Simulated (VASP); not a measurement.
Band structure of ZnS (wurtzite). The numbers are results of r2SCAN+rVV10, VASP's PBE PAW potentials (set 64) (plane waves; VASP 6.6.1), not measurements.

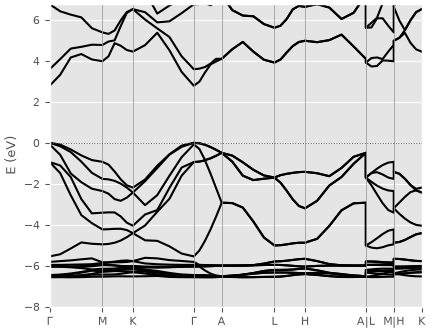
Figure. Bands along high-symmetry lines, zero at the valence-band maximum or, without a gap, the Fermi level

Read the plot: is there a gap, and where are the band edges?

The gap is direct, 2.79 eV, from the valence maximum at Γ to the conduction minimum at Γ.

Measured: gap 3.91 eV (computed value off by -1.12 eV), as given by Mehmet Aras et al., The Journal of Chemical Physics (2014), arXiv:1312.4272.

The compound is ZnS in the wurtzite structure, the high-temperature form. It was relaxed first.
